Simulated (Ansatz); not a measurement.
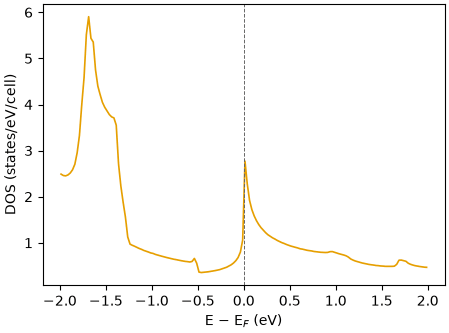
Figure: Density of states of RhIn (Pm-3m) near the Fermi level, PBEsol, rigid bands (Ansatz, a first-principles code).

**Question.** How far does the Fermi level move in a rigid band for 0.1 electron a cell added or removed?

**Answer.** 54 meV and -97 meV.

A metal at this level (no band gap); rigid bands, thermally averaged at 300 K, both spins. Spin-orbit coupling is left out. Geometry: cell and atoms relaxed with PBEsol.

Formula and space group known from diffraction (Crystallography Open Database), not checked to be the room-temperature form: RhIn (Pm-3m).
